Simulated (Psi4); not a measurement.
**SiF3 (trifluorosilyl): a chain of runs**

Aim: a structure relaxation (doublet SiF3, UCAM-B3LYP/def2-SVPD), then a single-point energy (singlet [SiF3]+, CAM-B3LYP/def2-SVPD), then a structure relaxation (singlet [SiF3]+, CAM-B3LYP/def2-SVPD), then the energy (singlet [SiF3]−, CAM-B3LYP/def2-SVPD), then a structure relaxation (singlet [SiF3]−, CAM-B3LYP/def2-SVPD) of F3Si. 

Program for the calculation: Psi4 1.11.

## Step 1: The structure to begin with

SiF3 has 4 atoms, charge 0, and is taken as a doublet. As SMILES, `F[Si](F)F`. Geometry: relaxed at PBE0-D4/def2-TZVP. The run starts from this shape.

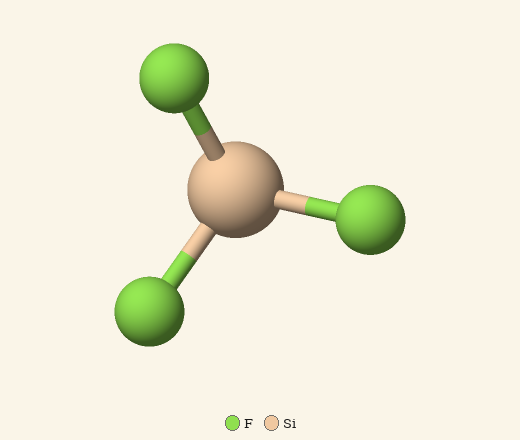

The structure, seen from a chosen angle (fluorine green, silicon light orange).

## Step 2: A structure relaxation at UCAM-B3LYP/def2-SVPD (density fitting) (run 1)

Input file calc.py:

```python
import psi4

psi4.set_memory('1600 MB')
psi4.set_num_threads(1)
psi4.core.set_output_file('psi4.out', False)

geom = psi4.geometry("""
0 2
F      1.48315155    -0.95816673     2.17639758
Si    -0.53432006     0.40262505     0.44272504
F     -1.87887910    -1.68610813    -1.21762613
F      0.93004761     2.24164982    -1.40149648
units au
symmetry c1
""")

psi4.set_options({
    'reference': 'uks',
})

e, wfn = psi4.optimize('cam-b3lyp/def2-SVPD', molecule=geom, return_wfn=True)
print('E =', round(e, 9))
print(geom.to_string(dtype='xyz', units='Angstrom'))
for k, v in sorted(psi4.core.scalar_variables().items()):
    print(f'{k:45s} {v:18.10f}')
```

On the command line:

```bash
$ python calc.py
```

psi4.out:

```text
[...]
  Running in c1 symmetry.
[...]
  Nuclear repulsion =  176.798451345898798
[...]
  Multiplicity = 2
[...]
  Nalpha       = 21
  Nbeta        = 20
[...]
    Number of basis functions: 93
[...]
   @DF-UKS iter   1:  -588.65806180808738   -4.07147e-01   6.67784e-03 DIIS/ADIIS
[...]
   @DF-UKS iter   7:  -588.78888563841451   -1.78488e-11   9.37071e-09 DIIS
[...]
   @S^2 Observed:                7.511251671E-01
[...]
  @DF-UKS Final Energy:  -588.78888563841451
   => Energetics <=
    Nuclear Repulsion Energy =            173.1760443184446672
    One-Electron Energy =               -1162.6255955379524494
    Two-Electron Energy =                 439.9992375406181964
    DFT Exchange-Correlation Energy =     -39.3385719595248631
    Empirical Dispersion Energy =           0.0000000000000000
    VV10 Nonlocal Energy =                  0.0000000000000000
    Total Energy =                       -588.7888856384145129
[...]
  -Total Gradient:
     Atom            X                  Y                   Z
    ------   -----------------  -----------------  -----------------
       1       -0.000116021848     0.000076223658     0.000344394741
       2        0.000062985385    -0.000185482155     0.000020092182
       3        0.000024020805    -0.000176449007    -0.000218597861
       4       -0.000162897265    -0.000177863307     0.000156448883
[...]
    Final optimized geometry and variables:
    Molecular point group: c1
    Full point group: C1
    Geometry (in Bohr), charge = 0, multiplicity = 2:
    F            1.573680646458    -1.024378711357     2.166984508258
    SI          -0.496526189983     0.374552627310     0.412889274492
    F           -1.851028342435    -1.763589339079    -1.293368883497
    F            1.008528975830     2.236404255949    -1.481633719779
[...]
```

It took 88 s on 1 thread of AMD EPYC 7R43 (Zen 3), shared host; peak memory 0.54 GiB.

The path in brief:

| step | energy from the first frame kept (eV) | largest force (eV/Å) |
| --- | --- | --- |
| 0 | 0.0000 | 1.4820 |
| 1 | -0.0612 | 0.4564 |
| 2 | -0.0658 | 0.0569 |
| 3 | -0.0672 | 0.0270 |
| 4 | -0.0671 | 0.0143 |
| 5 | -0.0657 | 0.0433 |
| 6 | -0.0665 | 0.0258 |
| 7 | -0.0665 | 0.0223 |
| 8 | -0.0638 | 0.1245 |
| 9 | -0.0650 | 0.0600 |
| 10 | -0.0662 | 0.0482 |
| 11 | -0.0673 | 0.0191 |

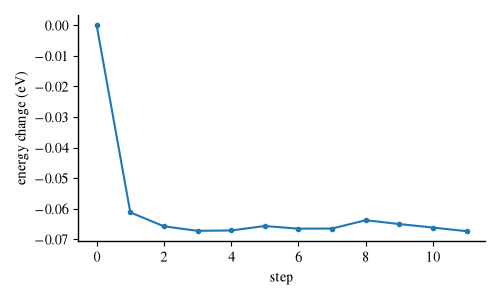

Energy along the run.

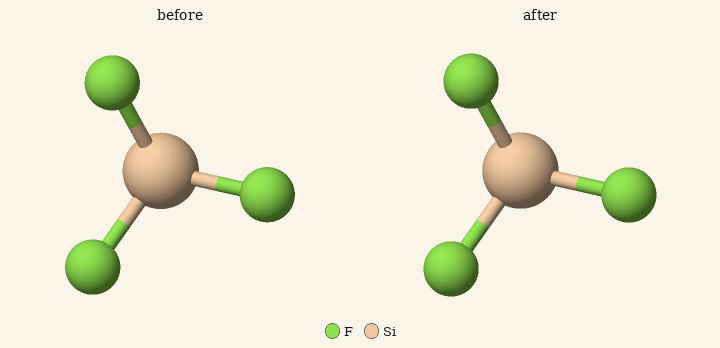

Before and after, at one scale.

After the run. Bond lengths: F1–Si2 1.615 Å, Si2–F3 1.615 Å, Si2–F4 1.616 Å. Angles: F1–Si2–F3 107.5°, F1–Si2–F4 107.6°, F3–Si2–F4 107.4°.

## Step 3: The singlet cation: the energy at CAM-B3LYP/def2-SVPD (density fitting) (run 2)

Input file job.py:

```python
import psi4

psi4.set_memory('1600 MB')
psi4.set_num_threads(1)
psi4.core.set_output_file('psi4.out', False)

mol = psi4.geometry("""
1 1
F      0.802879    -0.519565     1.171474
Si    -0.292627     0.220718     0.243247
F     -1.009399    -0.910738    -0.659666
F      0.503814     1.205967    -0.759292
symmetry c1
""")

e_tot, wfn = psi4.energy("cam-b3lyp/def2-SVPD", return_wfn=True)
print(f'cam-b3lyp/def2-SVPD energy: {e_tot:.10f} Eh')
```

On the command line:

```bash
$ python job.py
```

psi4.out:

```text
[...]
  Running in c1 symmetry.
[...]
  Nuclear repulsion =  173.176039095705761
[...]
  Multiplicity = 1
[...]
  Nalpha       = 20
  Nbeta        = 20
[...]
    Number of basis functions: 93
[...]
   @DF-RKS iter   1:  -588.20796273493465   -5.42381e-02   6.76677e-03 DIIS/ADIIS
[...]
   @DF-RKS iter   8:  -588.37698796963411   -2.92973e-08   2.66699e-07 DIIS
[...]
  @DF-RKS Final Energy:  -588.37698796963411
   => Energetics <=
    Nuclear Repulsion Energy =            173.1760390957057609
    One-Electron Energy =               -1150.5079648840253412
    Two-Electron Energy =                 428.0388026344385253
    DFT Exchange-Correlation Energy =     -39.0838648157529889
    Empirical Dispersion Energy =           0.0000000000000000
    VV10 Nonlocal Energy =                  0.0000000000000000
    Total Energy =                       -588.3769879696341150
[...]
 Multipole Moments:
 ------------------------------------------------------------------------------------
     Multipole            Electronic (a.u.)      Nuclear  (a.u.)        Total (a.u.)
 ------------------------------------------------------------------------------------
 L = 1.  Multiply by 2.5417464519 to convert [e a0] to [Debye]
 Dipole X            :         -0.7783052           -0.3707350           -1.1490402
 Dipole Y            :          0.5871167            0.2796629            0.8667796
 Dipole Z            :          0.6476256            0.3082873            0.9559129
 Magnitude           :                                                    1.7278222
[...]
```

On the terminal:

```text
cam-b3lyp/def2-SVPD energy: -588.3769879696 Eh
```

It took 5.1 s on 1 thread of AMD EPYC 7R43 (Zen 3), shared host; peak memory 0.47 GiB.

## Step 4: The singlet cation: a geometry optimisation at CAM-B3LYP/def2-SVPD (density fitting) (run 3)

Input file f3si.xyz:

```xyz
4
F3Si
F      0.802879    -0.519565     1.171474
Si    -0.292627     0.220718     0.243247
F     -1.009399    -0.910738    -0.659666
F      0.503814     1.205967    -0.759292
```

Input file calc.py:

```python
import psi4

psi4.set_memory('1600 MB')
psi4.set_num_threads(1)
psi4.set_output_file('run.log', False)

with open('f3si.xyz') as f:
    atoms = ''.join(f.readlines()[2:])
geom = psi4.geometry('1 1\n' + atoms + 'symmetry c1')

psi4.set_options({
    'basis': 'def2-SVPD',
    'reference': 'rks',
    'geom_maxiter': 50,
})

result, w = psi4.optimize('CAM-B3LYP', return_wfn=True)
print(f'CAM-B3LYP energy: {result:.10f} Eh')
print(geom.to_string(dtype='xyz', units='Angstrom'))
```

On the command line:

```bash
$ python calc.py
```

run.log:

```text
[...]
  Running in c1 symmetry.
[...]
  Nuclear repulsion =  173.176039095705761
[...]
  Multiplicity = 1
[...]
  Nalpha       = 20
  Nbeta        = 20
[...]
    Number of basis functions: 93
[...]
   @DF-RKS iter   0:  -588.40513856297355   -5.88405e+02   2.85540e-03
[...]
   @DF-RKS iter   8:  -588.43572902023584   -4.54747e-13   9.18984e-10 DIIS
[...]
  @DF-RKS Final Energy:  -588.43572902023584
   => Energetics <=
    Nuclear Repulsion Energy =            177.4402265716901184
    One-Electron Energy =               -1158.4606975060405603
    Two-Electron Energy =                 431.7474704412335882
    DFT Exchange-Correlation Energy =     -39.1627285271189791
    Empirical Dispersion Energy =           0.0000000000000000
    VV10 Nonlocal Energy =                  0.0000000000000000
    Total Energy =                       -588.4357290202357262
[...]
  -Total Gradient:
     Atom            X                  Y                   Z
    ------   -----------------  -----------------  -----------------
       1        0.000047928073    -0.000114015295     0.000132459273
       2       -0.000063400076     0.000226532100    -0.000192429769
       3        0.000368111148     0.000167642555     0.000263113205
       4        0.000196050675    -0.000081270962     0.000278338136
[...]
    Final optimized geometry and variables:
    Molecular point group: c1
    Full point group: C1
    Geometry (in Angstrom), charge = 1, multiplicity = 1:
    F            0.723305960533    -0.456923741183     1.288406912265
    SI           0.000197541182     0.000014295996     0.000583393960
    F           -1.139233307713    -0.858835777536    -0.593614416653
    F            0.415636449304     1.315738466526    -0.695651597813
[...]
```

On the terminal:

```text
Optimizer: Optimization complete!
CAM-B3LYP energy: -588.4357290202 Eh
4
1 1 F3Si
F                     0.723305960533    -0.456923741183     1.288406912265
Si                    0.000197541182     0.000014295996     0.000583393960
F                    -1.139233307713    -0.858835777536    -0.593614416653
F                     0.415636449304     1.315738466526    -0.695651597813
```

Wall time 30 s (1 thread of AMD EPYC 7R43 (Zen 3), shared host); peak memory 0.52 GiB.

Step by step:

```
step  energy from the first frame kept (eV)  largest force (eV/Å)
   0                                 0.0000                6.3399
   1                                -0.8091                4.0075
   2                                -1.3695                1.7537
   3                                -1.5667                0.6648
   4                                -1.5984                0.0744
   5                                -1.5984                0.0248
```

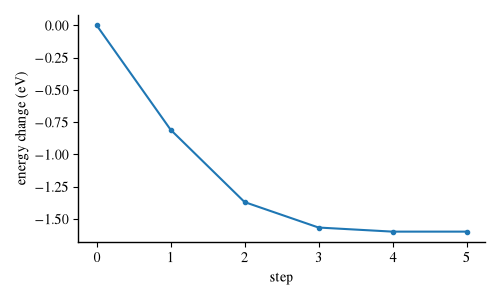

Energy along the run.

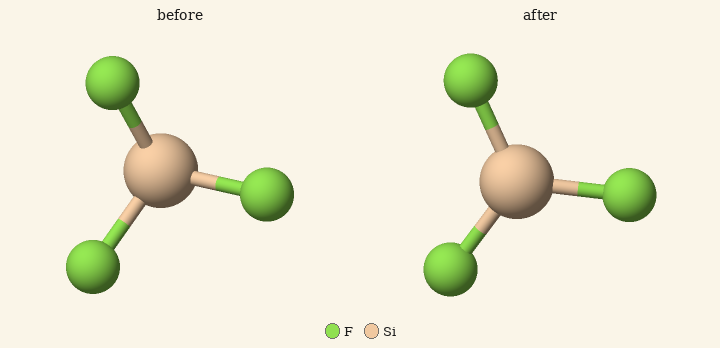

Before and after, at one scale.

After the run. Bond lengths: F1–Si2 1.546 Å, Si2–F3 1.546 Å, Si2–F4 1.545 Å. Angles: F1–Si2–F3 120.1°, F1–Si2–F4 120.1°, F3–Si2–F4 119.9°.

## Step 5: The singlet anion: a single-point energy at CAM-B3LYP/def2-SVPD (density fitting) (run 4)

Input file job.dat:

```
memory 1600 mb

molecule m {
  -1 1
  F
  Si 1 R2
  F 2 R3 1 A3
  F 2 R4 3 A4 1 D4

  R2 = 1.615474
  R3 = 1.615304
  A3 = 107.52423
  R4 = 1.615586
  A4 = 107.40072
  D4 = 115.50088
  symmetry c1
}

set basis def2-SVPD

energy("cam-b3lyp")
print_variables()
```

On the command line:

```bash
$ psi4 job.dat job.out -n 1
```

job.out:

```text
[...]
  Running in c1 symmetry.
[...]
  Nuclear repulsion =  173.176052737069512
[...]
  Multiplicity = 1
[...]
  Nalpha       = 21
  Nbeta        = 21
[...]
    Number of basis functions: 93
[...]
   @DF-RKS iter   1:  -588.69075773904035   -5.37033e-01   7.30488e-03 DIIS/ADIIS
[...]
   @DF-RKS iter   9:  -588.86100157440967   -3.34899e-09   9.59990e-08 DIIS
[...]
  @DF-RKS Final Energy:  -588.86100157440967
   => Energetics <=
    Nuclear Repulsion Energy =            173.1760527370695115
    One-Electron Energy =               -1173.0104276610561556
    Two-Electron Energy =                 450.4782856256979926
    DFT Exchange-Correlation Energy =     -39.5049122761210540
    Empirical Dispersion Energy =           0.0000000000000000
    VV10 Nonlocal Energy =                  0.0000000000000000
    Total Energy =                       -588.8610015744097836
[...]
 Multipole Moments:
 ------------------------------------------------------------------------------------
     Multipole            Electronic (a.u.)      Nuclear  (a.u.)        Total (a.u.)
 ------------------------------------------------------------------------------------
 L = 1.  Multiply by 2.5417464519 to convert [e a0] to [Debye]
 Dipole X            :         -1.1917379            0.4389674           -0.7527706
 Dipole Y            :         -0.7538355            0.2775406           -0.4762948
 Dipole Z            :         -0.5510828            0.2024242           -0.3486585
 Magnitude           :                                                    0.9565997
[...]
```

Wall time 5.4 s (1 thread of AMD EPYC 7R43 (Zen 3), shared host); peak memory 0.48 GiB.

## Step 6: The singlet anion: a structure relaxation at CAM-B3LYP/def2-SVPD (density fitting) (run 5)

Input file input.dat:

```
memory 1600 MB

molecule molecule1 {
  -1 1
  F      0.802879    -0.519565     1.171474
  Si    -0.292627     0.220718     0.243247
  F     -1.009399    -0.910738    -0.659666
  F      0.503814     1.205967    -0.759292
  symmetry c1
}

set globals {
  basis def2-SVPD
  geom_maxiter 50
}

E, wfn = optimize("cam-b3lyp", return_wfn=True)
```

On the command line:

```bash
$ psi4 -i input.dat -o output.dat -n 1
```

output.dat:

```text
[...]
  Running in c1 symmetry.
[...]
  Nuclear repulsion =  173.176039095705761
[...]
  Multiplicity = 1
[...]
  Nalpha       = 21
  Nbeta        = 21
[...]
    Number of basis functions: 93
[...]
   @DF-RKS iter   1:  -588.69075777429634   -5.37033e-01   7.30488e-03 DIIS/ADIIS
[...]
   @DF-RKS iter   7:  -588.89246696830992   -1.13687e-12   2.13524e-09 DIIS
[...]
  @DF-RKS Final Energy:  -588.89246696830992
   => Energetics <=
    Nuclear Repulsion Energy =            167.8554271595399427
    One-Electron Energy =               -1163.2870216324254216
    Two-Electron Energy =                 445.9931086779953375
    DFT Exchange-Correlation Energy =     -39.4539811734197201
    Empirical Dispersion Energy =           0.0000000000000000
    VV10 Nonlocal Energy =                  0.0000000000000000
    Total Energy =                       -588.8924669683099182
[...]
  -Total Gradient:
     Atom            X                  Y                   Z
    ------   -----------------  -----------------  -----------------
       1       -0.000107896088     0.000095917164    -0.000058625086
       2        0.000099369239    -0.000054219318    -0.000074104150
       3        0.000070392090    -0.000085458618    -0.000072874482
       4       -0.000018653882    -0.000075338876     0.000108937664
[...]
    Final optimized geometry and variables:
    Molecular point group: c1
    Full point group: C1
    Geometry (in Angstrom), charge = -1, multiplicity = 1:
    F            0.877384411453    -0.577699090448     1.060344115461
    SI          -0.391838178158     0.295450549357     0.324695217759
    F           -0.887542814547    -0.959898880100    -0.720886304660
    F            0.587176788791     1.102519388249    -0.817601904048
    Psi4 run time: 0:00:30.15
[...]
```

The script printed:

```text
Optimizer: Optimization complete!
```

It took 32 s on 1 thread of AMD EPYC 7R43 (Zen 3), shared host; peak memory 0.53 GiB.

Step by step:

| step | energy from the first frame kept (eV) | largest force (eV/Å) |
| --- | --- | --- |
| 0 | 0.0000 | 6.2676 |
| 1 | -0.6844 | 2.9568 |
| 2 | -0.8511 | 0.2754 |
| 3 | -0.8549 | 0.1327 |
| 4 | -0.8562 | 0.0257 |
| 5 | -0.8562 | 0.0080 |

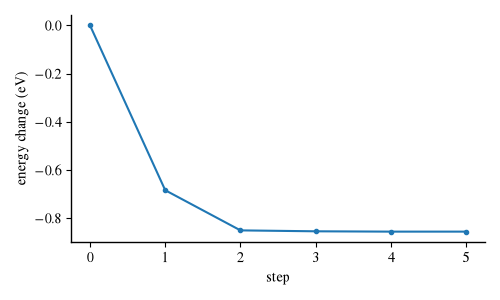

Energy along the run.

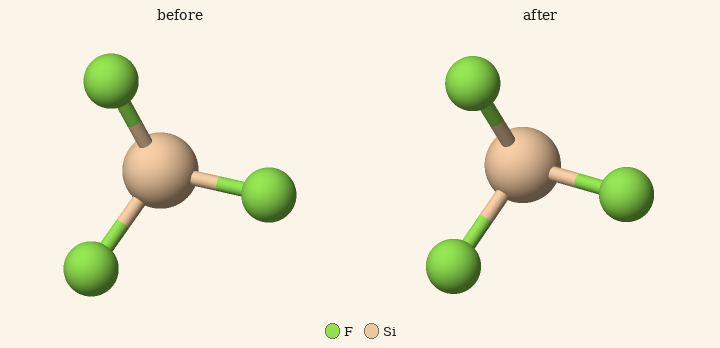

Before and after, at one scale.

After the run. Bond lengths: F1–Si2 1.707 Å, Si2–F3 1.707 Å, Si2–F4 1.707 Å. Angles: F1–Si2–F3 96.0°, F1–Si2–F4 96.0°, F3–Si2–F4 96.0°.

## Step 7: Outcome

| quantity | value |
| --- | --- |
| run 1, UCAM-B3LYP/def2-SVPD: total energy at the end | -588.78889 Eh |
| run 1, UCAM-B3LYP/def2-SVPD: dipole moment | 1.54 D |
| run 1, UCAM-B3LYP/def2-SVPD: HOMO energy (highest over α and β) | -9.67 eV |
| run 1, UCAM-B3LYP/def2-SVPD: LUMO energy (lowest over α and β) | -3.11 eV |
| run 1, UCAM-B3LYP/def2-SVPD: ⟨S²⟩ | 0.751 |
| singlet cation, run 2: total energy | -588.37699 Eh |
| singlet cation, run 2: HOMO energy | -21.31 eV |
| singlet cation, run 2: LUMO energy | -12.59 eV |
| singlet cation, run 2: HOMO–LUMO gap | 8.72 eV |
| singlet cation, run 3: total energy at the end | -588.43573 Eh |
| singlet cation, run 3: HOMO energy | -22.07 eV |
| singlet cation, run 3: LUMO energy | -8.98 eV |
| singlet cation, run 3: HOMO–LUMO gap | 13.10 eV |
| singlet anion, run 4: total energy | -588.86100 Eh |
| singlet anion, run 4: HOMO energy | -0.97 eV |
| singlet anion, run 4: LUMO energy | 6.02 eV |
| singlet anion, run 4: HOMO–LUMO gap (to an unbound level, set by the basis) | 7.00 eV |
| singlet anion, run 5: total energy at the end | -588.89247 Eh |
| singlet anion, run 5: HOMO energy | -2.46 eV |
| singlet anion, run 5: LUMO energy | 6.10 eV |
| singlet anion, run 5: HOMO–LUMO gap (to an unbound level, set by the basis) | 8.56 eV |
| adiabatic electron affinity (to the singlet anion, no zero-point term) | 2.819 eV |
| adiabatic ionisation energy (to the singlet cation, no zero-point term) | 9.610 eV |

What this shows: The adiabatic electron affinity (to the singlet anion, no zero-point term) is 2.82 eV (272 kJ/mol). The adiabatic ionisation energy (to the singlet cation, no zero-point term) is 9.61 eV (222 kcal/mol). The optimisation (run 1, UCAM-B3LYP/def2-SVPD) took 12 steps and changed the energy by -0.067 eV. The optimisation (singlet cation, run 3) took 6 steps and changed the energy by -1.598 eV. The optimisation (singlet anion, run 5) took 6 steps and changed the energy by -0.856 eV.
